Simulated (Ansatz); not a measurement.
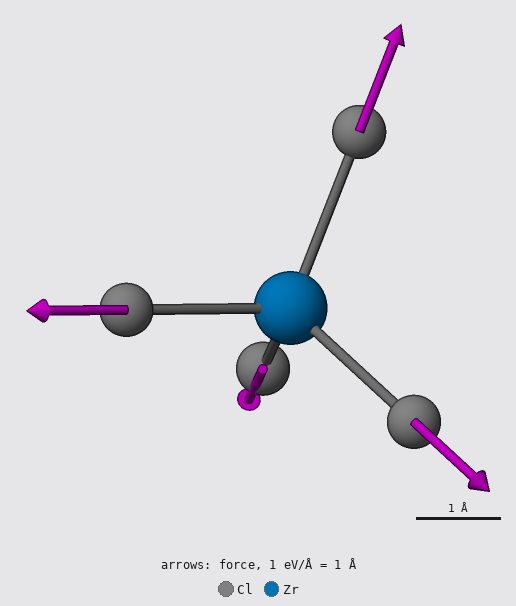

Starting geometry of ZrCl$_{4}$ with the computed forces as purple arrows. Style: ball-and-stick. Shown at a tilt.

The start comes from GFN2-xTB.

The calculation used RKS PBE0-D4/def2-TZVP in Ansatz 0.2.0. Set-up: force threshold 0.005 eV/Å; at most 150 steps.

> Is this structure relaxed? If not, where do the atoms go?

It isn't relaxed: the largest force vector, on Cl atoms, is 1.39 eV/Å. The atoms end up moving mostly along the starting forces (cosine between the two patterns 1.00). The largest moves after the best rigid fit, 0.065 Å, are those of Cl atoms. Largest moves by element: Cl 0.065 Å, Zr 0.001 Å. Near-neighbour distances that change, for instance: Cl–Zr 2.251 → 2.316 Å. Over 3 geometry steps the energy falls by 3.95 kcal/mol. Largest force component: 1.4 eV/Å at the start, 0.00019 eV/Å at the end. The run took 20 s on 4 threads of Arm Neoverse V2, on a shared host.
